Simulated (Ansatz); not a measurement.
# Si2Sn: what a guessed cell relaxes into

The task: take a trial cell of Si2Sn to zero force and stress.

Program: Ansatz 0.2.0. Level of theory: DFT PBE, scalar-relativistic, plane waves, PAW. These are calculated values, not measurements.

## (1) The starting structure

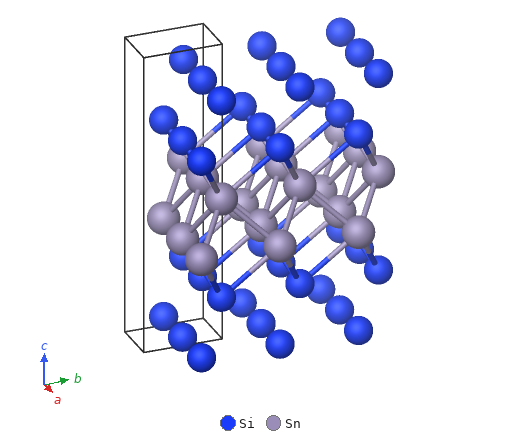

The starting structure, seen slightly off an axis (silicon blue, tin purple). 3×3×1 cells are drawn.

Coordinates:

```cif
data_structure
_symmetry_space_group_name_H-M 'P 1'
_symmetry_Int_Tables_number 1
_cell_length_a 3.5923
_cell_length_b 3.5923
_cell_length_c 10.4626
_cell_angle_alpha 90.000
_cell_angle_beta 90.000
_cell_angle_gamma 120.000
_cell_volume 116.93
loop_
_atom_site_label
_atom_site_type_symbol
_atom_site_fract_x
_atom_site_fract_y
_atom_site_fract_z
_atom_site_occupancy
Si1 Si 0.66667 0.33333 0.08333 1
Si2 Si 0.66667 0.33333 0.75000 1
Si3 Si 0.33333 0.66667 0.25000 1
Si4 Si 0.33333 0.66667 0.91667 1
Sn1 Sn 0.66667 0.33333 0.41667 1
Sn2 Sn 0.33333 0.66667 0.58333 1
```

The start is an ordering of an alloy on its end members' structure types: elements ordered on the sites of the N type, Si/Sn on N (P-3m1, No. 164).

## (2) The guess as it stands, on a coarse mesh

Contents of input.yaml:

```yaml
crystal:
  lattice:
    - [3.59229724, 0.0, 0.0]
    - [-1.79614862, 3.11102067, 0.0]
    - [0.0, 0.0, 10.46262059]
  atoms:
    - { symbol: Si, position: [0.66666667, 0.33333333, 0.08333333] }
    - { symbol: Si, position: [0.66666667, 0.33333333, 0.75] }
    - { symbol: Si, position: [0.33333333, 0.66666667, 0.25] }
    - { symbol: Si, position: [0.33333333, 0.66666667, 0.91666667] }
    - { symbol: Sn, position: [0.66666667, 0.33333333, 0.41666667] }
    - { symbol: Sn, position: [0.33333333, 0.66666667, 0.58333333] }
basis:
  ecutwfc: 420
kpoints:
  mp_grid: { grid: [6, 6, 2] }
hamiltonian:
  xc: pbe
scf:
  occupations: { method: gaussian, width: 0.1 }
  lower_state_search: "off"
output:
  forces: true
  stress: true
  eigenvalues: true
```

The run is started by

```sh
ansatz run input.yaml --threads 1 --pin off --max-ram 2560MiB --backend cpu --events-out ev --progress --plain --runs-dir out
```

Log, cut to the lines that bear on the results:

```text
Warning: RAYON_NUM_THREADS=1 ignored (pool sized by the plan → 1); use --threads N
[...]
Pseudopotentials: kind: paw
Pseudopotential: Si, paw, valence charge 4, recommended cutoff 420 eV (normal), Si.paw.azcp
Pseudopotential: Sn, paw, valence charge 14, recommended cutoff 420 eV (normal), Sn.paw.azcp
Functional definition: PBE
[...]
Crystal: 6 atoms, lattice volume = 116.927 Å³
Basis set: ecut = 420 eV, 2279 PW (Γ), exchange–correlation on 50×50×144 points (8 copies of the dense FFT grid, shifted against one another)
Bands: 28, of which v1, the nominal top of the filled ones, is band 22 counted from 1 (21 counted from 0)
Symmetry: 12 space group operations
Space group: P-3m1 (ITA 164), of the structure as read, at distance tolerance 4.9e-5 Å
k-points: 14 of 72
[...]
SCF iter   1: F=—  HF=-14587.752571 eV  |F-HF|=—  |Δ(HF+E_count)|=         —  Δρ=2.61e-3  dr2=5.22e-2  ethr=1.77e-3  ⟨swp⟩=7.1  Hψ=1944  notcnv=0
[...]
SCF iter   7: F=-14587.752538 eV  HF=-14587.752538 eV  |F-HF|=3.61e-9  |Δ(HF+E_count)|=   5.50e-9  Δρ=1.54e-6  dr2=6.87e-9  ethr=2.27e-10  ⟨swp⟩=8.0  Hψ=1744  notcnv=0
[...]
SCF converged after 7 iterations
Free energy (F): -14587.752538 eV
[...]
E sigma→0 (E₀):  -14587.741145 eV
Entropy (-TS):   -0.022785 eV (-3.798 meV/atom)
Fermi energy:    10.000546 eV
[...]
--- Forces (eV/Å), atoms counted from 1 ---
  atom   1  Si    -0.00000000    -0.00000000     0.00390282
  atom   2  Si    -0.00000000    -0.00000000     2.00105816
  atom   3  Si     0.00000000     0.00000000    -2.00105816
  atom   4  Si    -0.00000000     0.00000000    -0.00390282
  atom   5  Sn     0.00000000    -0.00000000    -2.93610507
  atom   6  Sn    -0.00000000     0.00000000     2.93610507
[...]
--- Stress (GPa, compression-positive) ---
        7.875135      -0.000000       0.000000
       -0.000000       7.875135       0.000000
        0.000000       0.000000       4.260589
  P = ⅓ Tr σ = 6.6703 GPa (66.703 kbar)
--- Band table (eV; the first three rows and the last of 14) ---
[...]
```

Wall time 3.1 s (1 thread of Arm Neoverse V1, shared host); peak memory 0.35 GiB.

Read-out: pressure 6.7 GPa, largest force 2.94 eV/Å, gap on this mesh none (metal). A cheap, loose relaxation comes first.

## (3) Rough relaxation on the coarse mesh

input.yaml: that of step 2 with these lines changed.

```diff
@@ -25 +25,6 @@
   eigenvalues: true
+relax:
+  adjacent_minimum: "off"
+  f_tol: 0.04
+  max_steps: 70
+  cell: { stress_tol: 0.4 }
```

The run is started by

```sh
ansatz run input.yaml --threads 1 --pin off --max-ram 2560MiB --backend cpu --events-out ev --progress --plain --runs-dir out
```

Log:

```text
Warning: RAYON_NUM_THREADS=1 ignored (pool sized by the plan → 1); use --threads N
Engine: ansatz 0.2.0, aarch64-unknown-linux-gnu
[... 4 set-up lines as earlier in the session ...]
  parameter kappa = 0.804
  parameter beta = 0.06672455060314922
  exchange = pbe_x(kappa = kappa, mu = beta*pi^2/3)
  correlation = pbe_c(beta = beta)
Crystal: 6 atoms, lattice volume = 116.927 Å³
Basis set: ecut = 420 eV, 2279 PW (Γ), exchange–correlation on 50×50×144 points (8 copies of the dense FFT grid, shifted against one another)
Bands: 28, of which v1, the nominal top of the filled ones, is band 22 counted from 1 (21 counted from 0)
[... 2 set-up lines as earlier in the session ...]
k-points: 14 of 72
Non-local potential: Si, projectors of the file, l = 0: 2, l = 1: 2, l = 2: 2
Non-local potential: Sn, projectors of the file, l = 0: 2, l = 1: 2, l = 2: 2, l = 3: 2
PAW form: soft (Blöchl's): semilocal exchange-correlation on the pseudo side does not see the compensation charge
PAW one-centre angular grid: Si, 110 points (default); XC on 64 Gauss nodes
PAW one-centre angular grid: Sn, 590 points (default); XC on 64 Gauss nodes
Initial density: superposition of atomic densities (neutral atoms: chi_scale 0, normalization atom), corrected by the library's trained network
Initial wavefunctions: pseudopotential atomic-orbital guess
Functional: x = pbe(κ = 0.804, μ = 0.2195149727645171), c = pbe(β = 0.06672455060314922)
SCF iter   1: F=—  HF=-14587.752569 eV  |F-HF|=—  |Δ(HF+E_count)|=         —  Δρ=2.61e-3  dr2=5.22e-2  ethr=1.77e-3  ⟨swp⟩=7.1  Hψ=1944  notcnv=0
preconditioner: auto → Kerker (q_TF=auto, 2.318 Å⁻¹)  [metal: Δε(μ)=0.059 eV  Ē_g=14.925 eV  σ=0.100 eV  W_gap=0.32  n_scr=24 (ndim 8)  ℏωp=22.8 eV  f_vac=0.000  D(μ)=4.55/eV (n_scr^D=38)]
SCF iter   2: F=—  HF=-14587.752432 eV  |F-HF|=—  |Δ(HF+E_count)|=   1.38e-4  Δρ=1.38e-3  dr2=1.19e-2  ethr=1.19e-4  ⟨swp⟩=1.0  Hψ=504  notcnv=0
SCF iter   3: F=—  HF=-14587.752463 eV  |F-HF|=—  |Δ(HF+E_count)|=   3.18e-5  Δρ=2.98e-4  dr2=3.36e-4  ethr=2.70e-5  ⟨swp⟩=1.3  Hψ=379  notcnv=0
SCF iter   4: F=—  HF=-14587.752471 eV  |F-HF|=—  |Δ(HF+E_count)|=   7.24e-6  Δρ=9.06e-5  dr2=1.12e-5  ethr=7.63e-7  ⟨swp⟩=2.7  Hψ=661  notcnv=0
SCF iter   5: F=—  HF=-14587.752538 eV  |F-HF|=—  |Δ(HF+E_count)|=   6.71e-5  Δρ=3.38e-5  dr2=1.96e-6  ethr=2.56e-8  ⟨swp⟩=2.2  Hψ=677  notcnv=0
SCF iter   6: F=—  HF=-14587.752538 eV  |F-HF|=—  |Δ(HF+E_count)|=   1.75e-7  Δρ=7.31e-6  dr2=2.69e-7  ethr=4.46e-9  ⟨swp⟩=2.6  Hψ=549  notcnv=0
SCF iter   7: F=-14587.752538 eV  HF=-14587.752538 eV  |F-HF|=3.66e-9  |Δ(HF+E_count)|=   5.61e-9  Δρ=1.55e-6  dr2=6.91e-9  ethr=2.27e-10  ⟨swp⟩=8.0  Hψ=1744  notcnv=0
SCF 1 converged in 7 iterations: F = -14587.752538 eV  dr2 = 6.91e-9
relax step   1: F+E_penalty+E_count = -14587.75253800 eV  Δ(F+E_penalty+E_count) = +0.000e0 eV  max|allowed force component| = 2.936e0 eV/Å  Δτ_max = 0.0000 Å  P = +6.670 GPa  Ω = 116.927 Å³  (7 SCF iters, dr2 threshold 1.00e-7 eV, accepted)
Crystal: 6 atoms, lattice volume = 122.325 Å³
Basis set: ecut = 420 eV, 2363 PW (Γ), exchange–correlation on 50×50×144 points (8 copies of the dense FFT grid, shifted against one another)
Initial density: handed on by an earlier stage of this run
Initial wavefunctions: those handed on with the density
iter 1 solved again at ethr=7.13e-4 eV; its pass at ethr=3.10e-3 eV (dr2=3.14e-1 eV) is discarded
SCF iter   1: F=—  HF=-14589.123767 eV  |F-HF|=—  |Δ(HF+E_count)|=         —  Δρ=1.01e-2  dr2=3.09e-1  ethr=7.13e-4  ⟨swp⟩=1.0  Hψ=2496  notcnv=0
preconditioner: auto → Kerker (q_TF=auto, 2.301 Å⁻¹)  [metal: Δε(μ)=0.049 eV  Ē_g=14.603 eV  σ=0.100 eV  W_gap=0.27  n_scr=24 (ndim 8)  ℏωp=22.3 eV  f_vac=0.000  D(μ)=2.64/eV (n_scr^D=6)]
SCF iter   2: F=—  HF=-14589.105526 eV  |F-HF|=—  |Δ(HF+E_count)|=   1.82e-2  Δρ=5.79e-3  dr2=1.10e-1  ethr=7.02e-4  ⟨swp⟩=1.0  Hψ=392  notcnv=0
SCF iter   3: F=—  HF=-14589.097019 eV  |F-HF|=—  |Δ(HF+E_count)|=   8.51e-3  Δρ=5.11e-4  dr2=6.82e-4  ethr=2.49e-4  ⟨swp⟩=1.6  Hψ=410  notcnv=0
SCF iter   4: F=—  HF=-14589.097151 eV  |F-HF|=—  |Δ(HF+E_count)|=   1.31e-4  Δρ=2.40e-4  dr2=6.79e-5  ethr=1.55e-6  ⟨swp⟩=2.3  Hψ=579  notcnv=0
SCF iter   5: F=—  HF=-14589.097170 eV  |F-HF|=—  |Δ(HF+E_count)|=   1.95e-5  Δρ=4.86e-5  dr2=5.29e-6  ethr=1.54e-7  ⟨swp⟩=2.6  Hψ=646  notcnv=0
SCF iter   6: F=-14589.097170 eV  HF=-14589.097170 eV  |F-HF|=4.01e-8  |Δ(HF+E_count)|=   4.88e-7  Δρ=1.48e-5  dr2=3.55e-7  ethr=1.36e-9  ⟨swp⟩=8.5  Hψ=2062  notcnv=0
the search or the solves at the SCF's close seem to have found levels that the self-consistency loop had missed (the run counts 1). By its estimate they hold under 1e-12 electrons; where the run keeps them, the occupations were computed again with them
SCF 2 converged in 6 iterations: F = -14589.097170 eV  dr2 = 3.55e-7
relax step   2: F+E_penalty+E_count = -14589.09716967 eV  Δ(F+E_penalty+E_count) = -1.345e0 eV  max|allowed force component| = 1.509e0 eV/Å  Δτ_max = 0.1949 Å  P = +0.211 GPa  Ω = 122.325 Å³  energy of the carried Pulay correction = -1.443e-3 eV  (6 SCF iters, dr2 threshold 6.00e-7 eV, accepted)
Crystal: 6 atoms, lattice volume = 125.210 Å³
Basis set: ecut = 420 eV, 2401 PW (Γ), exchange–correlation on 50×50×144 points (8 copies of the dense FFT grid, shifted against one another)
iter 1 solved again at ethr=1.02e-3 eV; its pass at ethr=3.10e-3 eV (dr2=4.51e-1 eV) is discarded
SCF iter   1: F=—  HF=-14589.553749 eV  |F-HF|=—  |Δ(HF+E_count)|=         —  Δρ=8.15e-3  dr2=4.69e-1  ethr=1.02e-3  ⟨swp⟩=1.0  Hψ=2399  notcnv=0
preconditioner: auto → Kerker (q_TF=auto, 2.292 Å⁻¹)  [metal: Δε(μ)=0.128 eV  Ē_g=14.461 eV  σ=0.100 eV  W_gap=0.49  n_scr=26 (ndim 8)  ℏωp=22.0 eV  f_vac=0.000  D(μ)=2.96/eV (n_scr^D=12)]
SCF iter   2: F=—  HF=-14589.528247 eV  |F-HF|=—  |Δ(HF+E_count)|=   2.55e-2  Δρ=4.70e-3  dr2=1.37e-1  ethr=1.02e-3  ⟨swp⟩=1.1  Hψ=394  notcnv=0
SCF iter   3: F=—  HF=-14589.517535 eV  |F-HF|=—  |Δ(HF+E_count)|=   1.07e-2  Δρ=7.30e-4  dr2=2.51e-3  ethr=3.11e-4  ⟨swp⟩=1.6  Hψ=405  notcnv=0
SCF iter   4: F=—  HF=-14589.517471 eV  |F-HF|=—  |Δ(HF+E_count)|=   6.45e-5  Δρ=2.24e-4  dr2=1.05e-4  ethr=5.71e-6  ⟨swp⟩=2.1  Hψ=477  notcnv=0
SCF iter   5: F=—  HF=-14589.517456 eV  |F-HF|=—  |Δ(HF+E_count)|=   1.44e-5  Δρ=4.33e-5  dr2=6.37e-6  ethr=2.38e-7  ⟨swp⟩=2.1  Hψ=524  notcnv=0
SCF iter   6: F=—  HF=-14589.517456 eV  |F-HF|=—  |Δ(HF+E_count)|=   2.75e-7  Δρ=1.97e-5  dr2=6.82e-7  ethr=1.36e-9  ⟨swp⟩=9.1  Hψ=2137  notcnv=0
SCF iter   7: F=-14589.517456 eV  HF=-14589.517456 eV  |F-HF|=6.95e-9  |Δ(HF+E_count)|=   1.71e-8  Δρ=4.82e-6  dr2=4.90e-8  ethr=1.36e-9  ⟨swp⟩=5.6  Hψ=1378  notcnv=0
SCF 3 converged in 7 iterations: F = -14589.517456 eV  dr2 = 4.90e-8
relax step   3: F+E_penalty+E_count = -14589.51745604 eV  Δ(F+E_penalty+E_count) = -4.203e-1 eV  max|allowed force component| = 8.792e-1 eV/Å  Δτ_max = 0.2000 Å  P = -2.267 GPa  Ω = 125.210 Å³  energy of the carried Pulay correction = -2.188e-3 eV  (7 SCF iters, dr2 threshold 6.00e-7 eV, accepted)
[... from here on, the SCF cycles and remarks between the steps are left out ...]
relax step   4: F+E_penalty+E_count = -14589.63591197 eV  Δ(F+E_penalty+E_count) = -1.185e-1 eV  max|allowed force component| = 3.343e-1 eV/Å  Δτ_max = 0.1969 Å  P = +4.709 GPa  Ω = 116.408 Å³  energy of the carried Pulay correction = +1.424e-4 eV  (7 SCF iters, dr2 threshold 6.00e-7 eV, accepted)
relax step   5: F+E_penalty+E_count = -14589.75989479 eV  Δ(F+E_penalty+E_count) = -1.240e-1 eV  max|allowed force component| = 4.360e-1 eV/Å  Δτ_max = 0.0965 Å  P = +0.474 GPa  Ω = 124.994 Å³  energy of the carried Pulay correction = -2.133e-3 eV  (6 SCF iters, dr2 threshold 6.00e-7 eV, accepted)
relax step   6: F+E_penalty+E_count = -14589.81639693 eV  Δ(F+E_penalty+E_count) = -5.650e-2 eV  max|allowed force component| = 1.946e-1 eV/Å  Δτ_max = 0.1028 Å  P = -0.398 GPa  Ω = 131.025 Å³  energy of the carried Pulay correction = -3.636e-3 eV  (6 SCF iters, dr2 threshold 6.00e-7 eV, accepted)
relax step   7: F+E_penalty+E_count = -14589.84217216 eV  Δ(F+E_penalty+E_count) = -2.578e-2 eV  max|allowed force component| = 1.343e-1 eV/Å  Δτ_max = 0.0356 Å  P = -0.649 GPa  Ω = 130.195 Å³  energy of the carried Pulay correction = -3.434e-3 eV  (6 SCF iters, dr2 threshold 6.00e-7 eV, accepted)
relax step   8: F+E_penalty+E_count = -14589.85131312 eV  Δ(F+E_penalty+E_count) = -9.141e-3 eV  max|allowed force component| = 1.536e-1 eV/Å  Δτ_max = 0.0764 Å  P = +0.322 GPa  Ω = 127.233 Å³  energy of the carried Pulay correction = -2.699e-3 eV  (6 SCF iters, dr2 threshold 6.00e-7 eV, accepted)
relax step   9: F+E_penalty+E_count = -14589.84852784 eV  Δ(F+E_penalty+E_count) = +2.785e-3 eV  max|allowed force component| = 1.631e-1 eV/Å  Δτ_max = 0.0316 Å  P = +0.026 GPa  Ω = 128.132 Å³  energy of the carried Pulay correction = -2.924e-3 eV  (5 SCF iters, dr2 threshold 6.00e-7 eV, rejected (line search))
relax step  10: F+E_penalty+E_count = -14589.85900485 eV  Δ(F+E_penalty+E_count) = -7.692e-3 eV  max|allowed force component| = 2.372e-2 eV/Å  Δτ_max = 0.0179 Å  P = +0.085 GPa  Ω = 128.121 Å³  energy of the carried Pulay correction = -2.922e-3 eV  (7 SCF iters, accepted)
Initial wavefunctions: pseudopotential atomic-orbital guess (no wavefunctions were taken with the density)
iter 1 solved again at ethr=1.03e-6 eV; its pass at ethr=3.10e-3 eV (dr2=4.52e-4 eV) is discarded
SCF iter   1: F=—  HF=-14589.861855 eV  |F-HF|=—  |Δ(HF+E_count)|=         —  Δρ=7.90e-5  dr2=1.07e-6  ethr=1.03e-6  ⟨swp⟩=2.9  Hψ=2763  notcnv=0
eigensolver tolerance schedule: the retry pair's looser diagonalisation over-reported the residual by 420.29 of it (diagonalisation noise at 0.16 of the residual, at the tolerance the schedule requests for it); recorded, not acted on — ethr = c·dr2/N_el stays at c = 1.0e-1
preconditioner: auto → Kerker (q_TF=auto, 2.283 Å⁻¹)  [metal: Δε(μ)=0.075 eV  Ē_g=14.539 eV  σ=0.100 eV  W_gap=0.37  n_scr=36 (ndim 8)  ℏωp=21.8 eV  f_vac=0.000  D(μ)=2.31/eV (n_scr^D=6)]
SCF iter   2: F=—  HF=-14589.861810 eV  |F-HF|=—  |Δ(HF+E_count)|=   4.51e-5  Δρ=3.97e-5  dr2=2.74e-7  ethr=2.44e-9  ⟨swp⟩=2.4  Hψ=715  notcnv=0
SCF iter   3: F=—  HF=-14589.861812 eV  |F-HF|=—  |Δ(HF+E_count)|=   1.86e-6  Δρ=1.05e-5  dr2=3.17e-8  ethr=6.22e-10  ⟨swp⟩=2.9  Hψ=724  notcnv=0
SCF iter   4: F=-14589.861812 eV  HF=-14589.861812 eV  |F-HF|=4.73e-11  |Δ(HF+E_count)|=   1.19e-7  Δρ=8.00e-7  dr2=5.94e-10  ethr=8.73e-12  ⟨swp⟩=4.4  Hψ=1701  notcnv=0
SCF 11 converged in 4 iterations: F = -14589.861812 eV  dr2 = 5.94e-10
relax step  11: F+E_penalty+E_count = -14589.86181208 eV  Δ(F+E_penalty+E_count) = -2.807e-3 eV  max|allowed force component| = 2.394e-2 eV/Å  Δτ_max = 0.0000 Å  P = +0.093 GPa  Ω = 128.121 Å³  stress off target by 2.10e-1 GPa  SCF on the basis re-selected at this cell (its energy is not comparable with the rows above)  (4 SCF iters)
basis re-selected at this cell: Δ(F+E_penalty+E_count) = -2.807e-3 eV, ΔP = +0.008 GPa vs the last step (what re-selecting the basis moved, of the pressure what is left beyond the Pulay correction that the steps carried, after the strain that the cell walked since its last selection, with what the two solves' SCF thresholds leave and, on support functions, any second-order correction that the steps lacked; it is no measure of the basis error at this ecutwfc). This SCF's stress stands 2.10e-1 GPa from its target on what of the cell is left free (relax.cell.stress_tol is 4.00e-1 GPa) and its largest allowed force component is 2.39e-2 eV/Å (relax.f_tol is 4.00e-2 eV/Å): within both
SCF converged after 4 iterations
Free energy (F): -14589.861812 eV
Harris-Foulkes:  -14589.861812 eV  (|F-HF|=4.73e-11)
Internal energy: -14589.850253 eV  (E = F + TS)
E sigma→0 (E₀):  -14589.856033 eV
Entropy (-TS):   -0.011559 eV (-1.927 meV/atom)
Fermi energy:    8.949905 eV
--- Per-component energies (eV) ---
  E_band       = -159.040460
  E_kinetic    = 531.408260
  E_local      = -2952.328218  (includes V_loc(G=0)·N_el)
  E_nonlocal   = 37.696049
  E_hartree    = 1659.033877
  E_xc         = -986.562917
  E_vxc        = -379.573063  (∫ρ·V_xc dr)
  E_paw        = -10319.368799  (= ΣΔE_a)
  E_vpaw       = -714.309547  (= ΣTr[D̂ρ^β])
  E_aug_tail   = 0.000026  (compensation charges beyond the density's cutoff)
  E_ewald      = -2559.728531
  E_smearing   = -0.011559  (= −TS)
  E_closure    = 0.000000  (closes the sum)
  Σ components = -14589.861812   (vs F -14589.861812, Δ=0.00e0)
--- Forces (eV/Å), atoms counted from 1 ---
  atom   1  Si    -0.00000000     0.00000000     0.02393573
  atom   2  Si    -0.00000000    -0.00000000     0.01218619
  atom   3  Si     0.00000000    -0.00000000    -0.01218619
  atom   4  Si     0.00000000    -0.00000000    -0.02393573
  atom   5  Sn    -0.00000000     0.00000000     0.00219599
  atom   6  Sn     0.00000000     0.00000000    -0.00219599
  max |Σ_I F_I| component: 5.55e-17 eV/Å
--- Stress (GPa, compression-positive) ---
        0.210210      -0.000000       0.000000
       -0.000000       0.210210      -0.000000
       -0.000000      -0.000000      -0.140361
  P = ⅓ Tr σ = 0.0934 GPa (0.934 kbar)
--- Band table (eV; the first three rows and the last of 14) ---
  k-point 0: bands = ["-12.6308", "-12.6308", "-12.6059", "-12.6017", "-12.6017", "-12.5582", "-12.5471", "-12.5471", "-12.4872", "-12.4872", "-3.6922", "-2.3089", "-1.1832", "1.8488", "2.6164", "7.7935", "7.7935", "8.2963", "8.3402", "8.9865", "8.9865", "9.9916", "11.4997", "11.5456", "11.5456", "12.1646", "12.1646", "12.6324"]
  k-point 1: bands = ["-12.6308", "-12.6308", "-12.6059", "-12.6017", "-12.6017", "-12.5582", "-12.5471", "-12.5471", "-12.4872", "-12.4872", "-3.6582", "-2.5332", "-0.4647", "0.4232", "4.8807", "5.2387", "7.8007", "7.8007", "8.9607", "8.9607", "9.7733", "10.8345", "11.5487", "11.5487", "12.4329", "12.4329", "12.5400", "12.6489"]
  k-point 2: bands = ["-12.6409", "-12.6274", "-12.6076", "-12.5864", "-12.5806", "-12.5598", "-12.5527", "-12.5431", "-12.4928", "-12.4849", "-3.3291", "-1.9424", "-0.7876", "2.2072", "2.9840", "5.2934", "6.7111", "7.1430", "8.2703", "8.3635", "8.6664", "9.7940", "10.5230", "11.2471", "11.3330", "11.5213", "12.0918", "12.7963"]
  k-point 13: bands = ["-12.6480", "-12.6100", "-12.6100", "-12.5700", "-12.5636", "-12.5636", "-12.5353", "-12.5038", "-12.5038", "-12.4922", "0.0236", "0.0236", "1.2656", "1.2656", "3.1974", "3.1974", "3.5445", "4.6234", "4.9447", "4.9447", "6.7716", "7.8621", "9.0552", "9.0552", "9.1967", "9.1967", "11.7732", "13.0931"]
--- Relaxed structure (10 steps of the walk, 9 accepted, 1 SCFs on fresh bases) ---
  F+E_penalty+E_count = -14589.86181208 eV   max|allowed force component| = 2.394e-2 eV/Å   (the final SCF, on the basis selected at the relaxed cell)
  cell:  # Å, volume = 128.1214 Å³
    - [3.707622266003281, 6.0720245776761606e-33, -1.6148300954812236e-17]
    - [-1.8538111330016405, 3.2108950699956664, 8.074150477406112e-18]
    - [-4.703217320713177e-17, -9.889788211631942e-33, 10.762176927012781]
  atoms:
    - { symbol: Si, position: [0.6666666666666666, 0.33333333333333337, 0.08809261289013595] }
    - { symbol: Si, position: [0.6666666666666666, 0.33333333333333337, 0.8135577531287616] }
    - { symbol: Si, position: [0.33333333333333337, 0.6666666666666667, 0.186442246871238] }
    - { symbol: Si, position: [0.33333333333333337, 0.6666666666666667, 0.9119073871098639] }
    - { symbol: Sn, position: [0.6666666666666666, 0.33333333333333337, 0.3887581834724761] }
    - { symbol: Sn, position: [0.33333333333333337, 0.6666666666666667, 0.6112418165275236] }
```

It took 37 s on 1 thread of Arm Neoverse V1, shared host; peak memory 0.37 GiB.

The steps of the relaxation:

| step | E - E(step 1) (eV/cell) | largest force component (eV/Å) | pressure (GPa) | volume (Å³) |
| --- | --- | --- | --- | --- |
| 1 | 0.0000 | 2.9361 | 6.67 | 116.93 |
| 2 | -1.3446 | 1.5091 | 0.21 | 122.32 |
| 3 | -1.7649 | 0.8792 | -2.27 | 125.21 |
| 4 | -1.8834 | 0.3343 | 4.71 | 116.41 |
| 5 | -2.0074 | 0.4360 | 0.47 | 124.99 |
| 6 | -2.0639 | 0.1946 | -0.40 | 131.02 |
| 7 | -2.0896 | 0.1343 | -0.65 | 130.20 |
| 8 | -2.0988 | 0.1536 | 0.32 | 127.23 |
| 9 | -2.0960 | 0.1631 | 0.03 | 128.13 |
| 10 | -2.1065 | 0.0237 | 0.08 | 128.12 |
| 11 | -2.1093 | 0.0239 | 0.09 | 128.12 |

Step 1 is the start. Step 11 repeats the geometry before it on a plane-wave basis chosen anew for that cell, so its energy need not be comparable with the rows above. Step 9 was tried and not accepted.

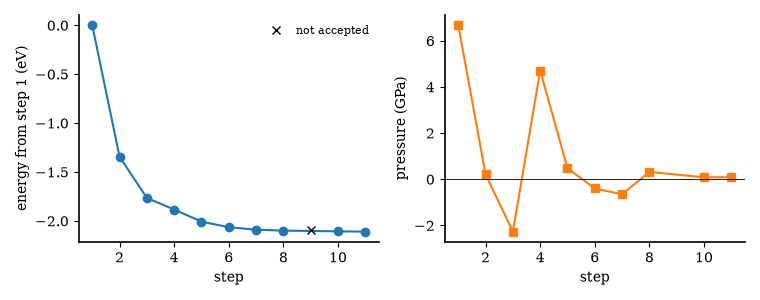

Energy and pressure along the relaxation.

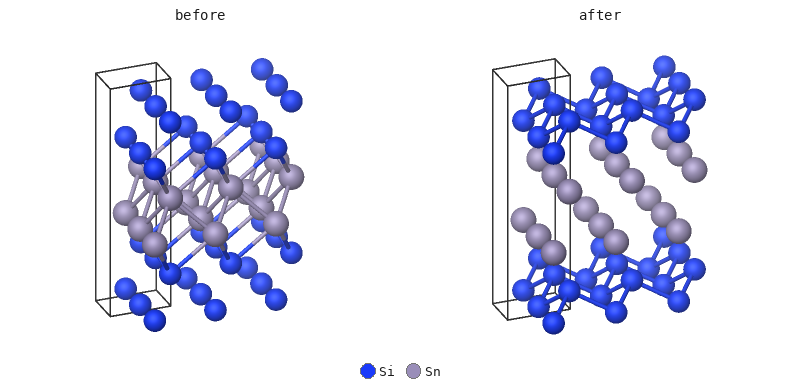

Before and after, at one scale.

|  | before | after | change |
| --- | --- | --- | --- |
| a (Å) | 3.592 | 3.708 | +3.2 % |
| b (Å) | 3.592 | 3.708 | +3.2 % |
| c (Å) | 10.463 | 10.762 | +2.9 % |
| volume (Å³/atom) | 19.49 | 21.35 | +9.6 % |
| shortest distance (Å) | 2.710 | 2.388 | -11.9 % |
| space group (0.01 Å) | P-3m1 | P-3m1 | same |

The run keeps the 12 symmetry operations of the start, so it could not have lowered the symmetry.

[end of part 1 of 2]
